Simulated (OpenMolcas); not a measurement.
# GeH2ClF (SMILES [F][GeH2][Cl]): levels of theory compared

Aim: a comparison of 6 runs (HF/3-21G, B3LYP/6-31G*, M06-2X/aug-cc-pVDZ, M06-L/aug-cc-pVDZ, PBE/aug-cc-pVDZ, TPSS/aug-cc-pVDZ) of GeH2ClF. 

Program for the calculation: OpenMolcas 26.06.

1 further run of the same task is left out (set aside as unsound or not needed).

### Step 1. The system as given

GeH2ClF has 5 atoms, charge 0, and is taken as a singlet. SMILES: `[F][GeH2][Cl]`. Geometry: relaxed at PBE0-D4/def2-TZVP.

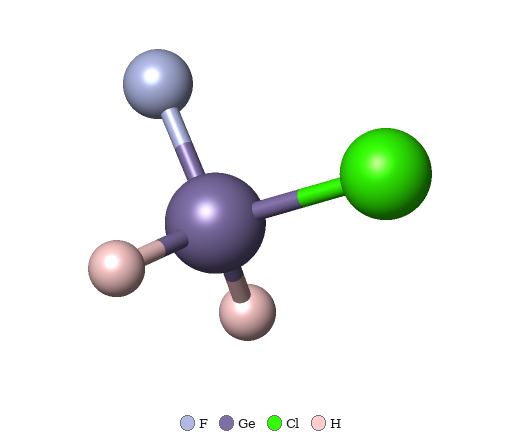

Viewed from a chosen angle; fluorine light blue, germanium purple, chlorine green, hydrogen pink.

### Step 2. Energy and gradient at HF/3-21G (run 1)

mol.inp

```
>>> EXPORT MOLCAS_PRINT=2
&GATEWAY
BasLib = $CurrDir
Coord
5
angstrom
F       -0.242000      -0.508000       1.588600
Ge       0.139900      -0.089200      -0.045500
Cl      -1.390300       1.244900      -0.698900
H        0.067600      -1.375500      -0.867400
H        1.474700       0.654200      -0.018300
Basis = 3-21G
Group = NoSym
&SEWARD
&SCF
Thresholds = 1e-10 1e-07 1e-07 1e-05
PrOrbitals = 1 1
&ALASKA
```

The basis set 3-21G is read from a file made from the Basis Set Exchange's data (not shown).

Command:

```bash
$ export MOLCAS_MEM=1860
$ pymolcas mol.inp > mol.log
```

The log of the run:

```text
--- Start Module: gateway ---
[...]
--- Stop Module: gateway /rc=_RC_ALL_IS_WELL_ ---
[...]
      Basis functions           48
[...]
--- Start Module: scf ---
[...]
       Convergence after  12 Iterations
[...]
::    Total SCF energy                              -2622.7799210132
[...]
      Total spin, S                                     0.0000000000
[...]
      Total electronic charge=   60.000000
      Total            charge=   -0.000000
[...]
      Dipole Moment (debye):
      Origin of the operator (angstrom)=   -0.3181    0.2045    0.0114
                   X=  2.7418E+00               Y= -1.3127E+00               Z= -1.4053E+00           Total=  3.3490E+00
      Quadrupole Moment (debye*angstrom):
[...]
--- Stop Module: scf /rc=_RC_ALL_IS_WELL_ ---
--- Start Module: alaska ---
[...]
 *              Molecular gradients               *
 **************************************************
  Irreducible representation: a
 ------------------------------------------------------------------------------------------
                              X                       Y                       Z
 ------------------------------------------------------------------------------------------
  F1               -5.92496412217258E-03   -6.48991543996047E-03    2.53372260214775E-02
  GE2              -1.90137838788935E-02    2.97707675977374E-02   -3.95874200919941E-02
  CL3               2.11449137404749E-02   -1.93693663199710E-02    1.12588271921048E-02
  H4               -1.64661695217408E-04   -4.93845359509049E-03    2.44042784110832E-04
  H5                3.95849595577946E-03    1.02696775727429E-03    2.74732409424616E-03
 ------------------------------------------------------------------------------------------
--- Stop Module: alaska /rc=_RC_ALL_IS_WELL_ ---
[...]
```

It took 1.6 s on 1 thread of Intel Xeon 6975P-C (Granite Rapids), shared host; peak memory 0.38 GiB.

### Step 3. Energy and forces at B3LYP/6-31G(d) (Cartesian functions) (run 2)

run.input

```
&GATEWAY
 BasLib
 $CurrDir
 Coord
 5
 angstrom
 F       -0.242000      -0.508000       1.588600
 Ge       0.139900      -0.089200      -0.045500
 Cl      -1.390300       1.244900      -0.698900
 H        0.067600      -1.375500      -0.867400
 H        1.474700       0.654200      -0.018300
 Basis
 6-31Gs
 Group
 NoSym

&SEWARD
 GridInput
 Grid=UltraFine
 End of Grid

&SCF
 KSDFT
 B3LYP
 Thresholds
 1e-10 1e-07 1e-07 1e-05
 PrOrbitals
 1 2

&ALASKA
```

The basis set 6-31G* is read from a file made from the Basis Set Exchange's data (not shown).

Command:

```bash
$ export MOLCAS_MEM=1860
$ pymolcas run.input > run.log
```

The log of the run:

```text
--- Start Module: gateway ---
[...]
--- Stop Module: gateway /rc=_RC_ALL_IS_WELL_ ---
[...]
      Basis functions           73
[...]
--- Start Module: scf ---
[...]
       Convergence after  13 Iterations
[...]
::    Total KS-DFT energy                           -2638.0729290952
[...]
      Total spin, S                                     0.0000000000
[...]
      Total electronic charge=   60.000000
      Total            charge=   -0.000000
[...]
      Dipole Moment (debye):
      Origin of the operator (angstrom)=   -0.3181    0.2045    0.0114
                   X=  1.8193E+00               Y= -7.1537E-01               Z= -1.3045E+00           Total=  2.3502E+00
      Quadrupole Moment (debye*angstrom):
[...]
--- Stop Module: scf /rc=_RC_ALL_IS_WELL_ ---
[...]
--- Start Module: alaska ---
[...]
 *              Molecular gradients               *
 **************************************************
  Irreducible representation: a
 ------------------------------------------------------------------------------------------
                              X                       Y                       Z
 ------------------------------------------------------------------------------------------
  F1                9.50250233799466E-04    1.47580549670501E-03   -5.10103027946940E-03
  GE2              -5.81087683275072E-03    5.35115484984949E-03   -3.08894183478969E-03
  CL3               7.84422912877147E-03   -7.28088036894903E-03    4.40234204974033E-03
  H4                2.16467522577701E-05    2.40097696343611E-03    2.79971785910771E-03
  H5               -3.00524928210599E-03   -1.94705694104469E-03    9.87912205390490E-04
 ------------------------------------------------------------------------------------------
--- Stop Module: alaska /rc=_RC_ALL_IS_WELL_ ---
[...]
```

Wall time 12 s (1 thread of Intel Xeon 6975P-C (Granite Rapids), shared host); peak memory 0.42 GiB.

Run 3 isn't shown in full; the table further down has it.

### Step 4. Energy and forces at M06-L/aug-cc-pVDZ (run 4)

calc.inp

```
* ClFGeH2 Kohn-Sham DFT
&GATEWAY
BasLib=$CurrDir
Coord
5
angstrom
F       -0.242000      -0.508000       1.588600
Ge       0.139900      -0.089200      -0.045500
Cl      -1.390300       1.244900      -0.698900
H        0.067600      -1.375500      -0.867400
H        1.474700       0.654200      -0.018300
Basis=aug-cc-pVDZ
Group=NoSym
&SEWARD
GridInput
Grid=UltraFine
End of Grid
&SCF
KSDFT=M06L
Thresholds=1e-10 1e-07 1e-07 1e-05
PrOrbitals=1 1
&ALASKA
```

The basis set aug-cc-pVDZ is read from a file made from the Basis Set Exchange's data (not shown).

Command:

```bash
$ export MOLCAS_MEM=1860
$ pymolcas calc.inp > calc.log
```

The log of the run:

```text
--- Start Module: gateway ---
[...]
--- Stop Module: gateway /rc=_RC_ALL_IS_WELL_ ---
[...]
      Basis functions          104
[...]
--- Start Module: scf ---
[...]
       Convergence after  13 Iterations
[...]
::    Total KS-DFT energy                           -2638.2390557135
[...]
      Total spin, S                                     0.0000000000
[...]
      Total electronic charge=   60.000000
      Total            charge=   -0.000000
[...]
      Dipole Moment (debye):
      Origin of the operator (angstrom)=   -0.3181    0.2045    0.0114
                   X=  1.7974E+00               Y= -6.5174E-01               Z= -1.4204E+00           Total=  2.3818E+00
      Quadrupole Moment (debye*angstrom):
[...]
--- Stop Module: scf /rc=_RC_ALL_IS_WELL_ ---
[...]
--- Start Module: alaska ---
[...]
 *              Molecular gradients               *
 **************************************************
  Irreducible representation: a
 ------------------------------------------------------------------------------------------
                              X                       Y                       Z
 ------------------------------------------------------------------------------------------
  F1                3.42337761566558E-03    3.68462198284547E-03   -1.44802167835998E-02
  GE2              -9.54854373893710E-03    1.88624614851385E-03    1.13881843538568E-02
  CL3               6.40658078537015E-03   -5.59846259931973E-03    2.76302150036756E-03
  H4                2.98819977670783E-04    6.38786183623452E-04    4.22520786038660E-04
  H5               -5.80234639640409E-04   -6.11191715609749E-04   -9.35098566939851E-05
 ------------------------------------------------------------------------------------------
--- Stop Module: alaska /rc=_RC_ALL_IS_WELL_ ---
[...]
```

Run time: 33 s. Hardware: 1 thread of Intel Xeon 6975P-C (Granite Rapids), shared host; peak memory 0.59 GiB.

Run 5 isn't shown in full; the table further down has it.

### Step 5. Energy and gradient at TPSS/aug-cc-pVDZ (run 6)

input.xyz

```xyz
5

F     -0.242000    -0.508000     1.588600
Ge     0.139900    -0.089200    -0.045500
Cl    -1.390300     1.244900    -0.698900
H      0.067600    -1.375500    -0.867400
H      1.474700     0.654200    -0.018300
```

calc.inp

```
>>> EXPORT MOLCAS_PRINT=2

&GATEWAY
  BasLib = $CurrDir
  Coord = input.xyz
  Basis = aug-cc-pVDZ
  Group = NoSym

&SEWARD
  GridInput
  Grid=UltraFine
  End of Grid

&SCF
  KSDFT = 2
  1.0 MGGA_X_TPSS
  1.0 MGGA_C_TPSS
  Thresholds = 1e-10 1e-07 1e-07 1e-05
  PrOrbitals = 1

&ALASKA
```

The basis set aug-cc-pVDZ is read from a file made from the Basis Set Exchange's data (not shown).

Command:

```bash
$ export MOLCAS_MEM=1860
$ pymolcas calc.inp > calc.log
```

The log of the run:

```text
--- Start Module: gateway ---
[...]
--- Stop Module: gateway /rc=_RC_ALL_IS_WELL_ ---
[...]
      Basis functions          104
[...]
--- Start Module: scf ---
[...]
       Convergence after  15 Iterations
[...]
::    Total KS-DFT energy                           -2638.3119038383
[...]
      Total spin, S                                     0.0000000000
[...]
      Total electronic charge=   60.000000
      Total            charge=   -0.000000
[...]
      Dipole Moment (debye):
      Origin of the operator (angstrom)=   -0.3181    0.2045    0.0114
                   X=  1.6145E+00               Y= -5.5037E-01               Z= -1.3596E+00           Total=  2.1813E+00
      Quadrupole Moment (debye*angstrom):
[...]
--- Stop Module: scf /rc=_RC_ALL_IS_WELL_ ---
[...]
--- Start Module: alaska ---
[...]
 *              Molecular gradients               *
 **************************************************
  Irreducible representation: a
 ------------------------------------------------------------------------------------------
                              X                       Y                       Z
 ------------------------------------------------------------------------------------------
  F1                4.37332491971176E-03    5.16629702186933E-03   -1.95966640873593E-02
  GE2              -1.12565246293101E-02    1.83351147215838E-03    1.43448114883604E-02
  CL3               8.80373623726882E-03   -7.77893934817087E-03    4.00297890867840E-03
  H4                1.22771605036931E-04    1.94277588123093E-03    1.27074577750808E-03
  H5               -2.04330813272158E-03   -1.16364502712951E-03   -2.18720872141032E-05
 ------------------------------------------------------------------------------------------
--- Stop Module: alaska /rc=_RC_ALL_IS_WELL_ ---
[...]
```

Run time: 37 s. Hardware: 1 thread of Intel Xeon 6975P-C (Granite Rapids), shared host; peak memory 0.59 GiB.

### Step 6. Overview of the runs

| run | level | Cartesian functions | integration grid | energy (Eh) | dipole moment (D) | HOMO energy (eV) | LUMO energy (eV) | wall time |
| --- | --- | --- | --- | --- | --- | --- | --- | --- |
| 1 | HF/3-21G | no | – | -2622.779921 | 3.35 | -12.63 | 3.11 | 1.6 s |
| 2 | B3LYP/6-31G* (Cartesian functions) | yes | UltraFine | -2638.072929 | 2.35 | -8.81 | -0.43 | 12 s |
| 3 | M06-2X/aug-cc-pVDZ | no | UltraFine | -2638.265693 | 2.37 | -10.52 | -0.11 | 35 s |
| 4 | M06-L/aug-cc-pVDZ | no | UltraFine | -2638.239056 | 2.38 | -8.14 | -0.92 | 33 s |
| 5 | PBE/aug-cc-pVDZ | no | UltraFine | -2637.703503 | 2.20 | -7.85 | -1.53 | 29 s |
| 6 | TPSS/aug-cc-pVDZ | no | UltraFine | -2638.311904 | 2.18 | -7.99 | -1.35 | 37 s |

### Step 7. Summary of results

```
                       quantity           value
            run 6: total energy  -2638.31190 Eh
           run 6: dipole moment          2.18 D
             run 6: HOMO energy        -7.99 eV
             run 6: LUMO energy        -1.35 eV
           run 6: HOMO–LUMO gap         6.64 eV
run 6: largest force on an atom      1.066 eV/Å
```

What this shows: The dipole moment (its size) runs from 2.18 D (TPSS/aug-cc-pVDZ) to 3.35 D (HF/3-21G). The two ends differ in method and basis. The HOMO–LUMO gap runs from 6.32 eV (PBE/aug-cc-pVDZ) to 15.74 eV (HF/3-21G). Totals of different functionals can't be ranked against each other. All runs together took 2.4 min, the longest 37 s.
